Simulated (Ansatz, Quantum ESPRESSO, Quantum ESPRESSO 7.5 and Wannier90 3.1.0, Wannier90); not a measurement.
## Ballistic channels from Wannier functions: armchair graphene ribbon, 5 dimer lines

How many channels does the wire offer, and does a small Wannier basis get them right? The wire: armchair graphene ribbon, 5 dimer lines.

Main program and level: Quantum ESPRESSO 7.5 and Wannier90 3.1.0; plane-wave DFT, PBE, GBRV ultrasoft pseudopotentials (cross-check by Ansatz 0.2.0 with PAW datasets).

## 1. Set-up

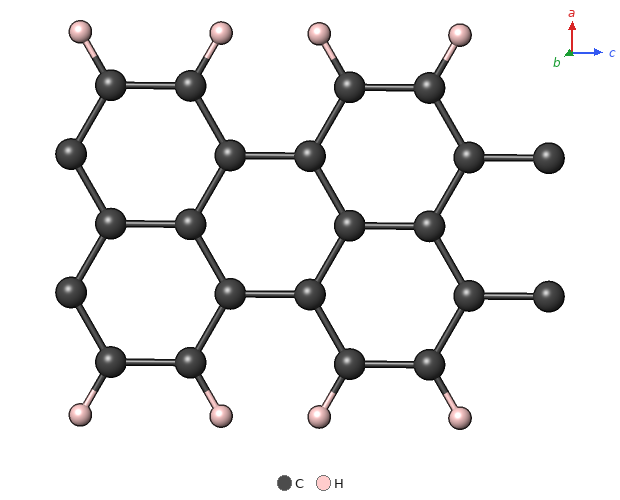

The cell as given, from the side, with the c axis across the page (carbon dark grey, hydrogen pink). 1×1×2 cells are drawn. Some periodic images of atoms are drawn too.

The cell holds 14 atoms: 10 C and 4 H. Its edges and angles: a = 14.807 Å, b = 9.000 Å, c = 4.260 Å, α = 90.0°, β = 90.0°, γ = 90.0°. It derives from C. Vacuum lies along a and b. The structure's axis is c.

Coordinates:

```cif
data_structure
_symmetry_space_group_name_H-M 'P 1'
_symmetry_Int_Tables_number 1
_cell_length_a 14.8070
_cell_length_b 9.0000
_cell_length_c 4.2600
_cell_angle_alpha 90.000
_cell_angle_beta 90.000
_cell_angle_gamma 90.000
_cell_volume 567.70
loop_
_atom_site_label
_atom_site_type_symbol
_atom_site_fract_x
_atom_site_fract_y
_atom_site_fract_z
_atom_site_occupancy
C1 C 0.91695 0.00000 0.00000 1
C2 C 0.08305 0.00000 0.00000 1
H3 H 0.77014 0.00000 0.03873 1
H4 H 0.22986 0.00000 0.03873 1
C5 C 0.83389 0.00000 0.16667 1
C6 C 0.00000 0.00000 0.16667 1
C7 C 0.16611 0.00000 0.16667 1
C8 C 0.83389 0.00000 0.50000 1
C9 C 0.00000 0.00000 0.50000 1
C10 C 0.16611 0.00000 0.50000 1
H11 H 0.77014 0.00000 0.62793 1
H12 H 0.22986 0.00000 0.62793 1
C13 C 0.91695 0.00000 0.66667 1
C14 C 0.08305 0.00000 0.66667 1
```

## 2. SCF with pw.x

scf.in reads:

```
&control
  prefix = 'scf'
  outdir = './out'
  pseudo_dir = './pseudo'
  calculation = 'scf'
  tprnfor = .true.
/
&system
  ibrav = 0
  nat = 14
  ntyp = 2
  ecutwfc = 34
  ecutrho = 170
  occupations = 'smearing'
  smearing = 'mv'
  degauss = 0.005
/
&electrons
  conv_thr = 1e-07
  mixing_beta = 0.4
  electron_maxstep = 120
  mixing_mode = 'local-TF'
/
ATOMIC_SPECIES
  C   12.0110  c_pbe_v1.2.uspp.F.UPF
  H   1.0080  h_pbe_v1.4.uspp.F.UPF
CELL_PARAMETERS angstrom
  14.80695967374569 0.00000000000000 0.00000000000000
  0.00000000000000 9.00000000000000 0.00000000000000
  0.00000000000000 0.00000000000000 4.26000000000000
ATOMIC_POSITIONS crystal
  C   -0.083052571000 0.000000000000 0.000000000000
  C   0.083052571000 0.000000000000 0.000000000000
  H   -0.229856764000 0.000000000000 0.038732394400
  H   0.229856764000 0.000000000000 0.038732394400
  C   -0.166105143000 0.000000000000 0.166666666700
  C   0.000000000000 0.000000000000 0.166666666700
  C   0.166105143000 0.000000000000 0.166666666700
  C   -0.166105143000 0.000000000000 0.500000000000
  C   0.000000000000 0.000000000000 0.500000000000
  C   0.166105143000 0.000000000000 0.500000000000
  H   -0.229856764000 0.000000000000 0.627934272300
  H   0.229856764000 0.000000000000 0.627934272300
  C   -0.083052571000 0.000000000000 0.666666666700
  C   0.083052571000 0.000000000000 0.666666666700
K_POINTS automatic
  1 1 16 0 0 0
```

Started as:

```console
$ OMP_NUM_THREADS=1 mpirun -n 2 pw.x -nk 1 -in scf.in > scf.out
```

Then come: full uniform mesh without symmetry; neighbour list from wannier90 -pp; overlaps and projections; wannier functions and transport; neighbour list from wannier90 -pp, with dist_cutoff = 9.37; localisation, bands and conductance, with dist_cutoff = 9.37; the same in Ansatz. Settings of the main run: cutoff 34 Ry, smearing, Marzari-Vanderbilt smearing, smearing width 0.005 Ry, SCF threshold 1.00e-7 Ry, gbrv-pbe-1.5 potentials, 1×1×16 k-mesh, mpi ranks 2, pools 1, omp threads 1.

What does the calculation give for the gap in the conductance, to one step of the energy grid?

The wire has no channel at the Fermi level: its conductance has a gap of 0.34 eV. Between -2 and 0.8 eV the channel count from Wannier functions equals that from Ansatz's layer matching at 95 % of the energies; outside the frozen window the Wannier bands are not held to the plane-wave ones. Each plane-wave level in the frozen window has a Wannier level within 0.01 eV; this test doesn't see extra bands that a model may add.

```
open channels at the Fermi level, per spin             : 0
gap in the conductance, to one step of the energy grid : 0.34 eV
largest band misfit in the frozen window               : 0.00607 eV
channels at the Fermi level by Ansatz                  : 0
```

Disentanglement stopped at its cap on iterations, so the spreads are not final; the frozen states are kept all the same. At least one function lies in the vacuum, so the spreads don't describe atomic orbitals, though the frozen bands are still reproduced. The wire is perfect, so the conductance only counts bands: each channel, with its partner of the other spin, carries G₀ = 2e²/h. It was run without spin polarisation, which was not tested. It is as built, with forces up to 2.3 eV/Å; relaxing the bonds would move the band edges.

[Logs are printed without paths, hosts, clocks, repeated set-up lines and the standing remarks that a program may print on its own settings, such as how far it seeks lower states.]

[Hosts, paths, dates, database ids (printed as entryN), source tags and the programs' standing remarks are cut or masked in the printed files.]

[Maps of the electrostatic potential energy from Ansatz leave out the sawtooth potential of an applied field or a dipole correction, so their vacuum need not be flat; planar profiles and work functions include it.]
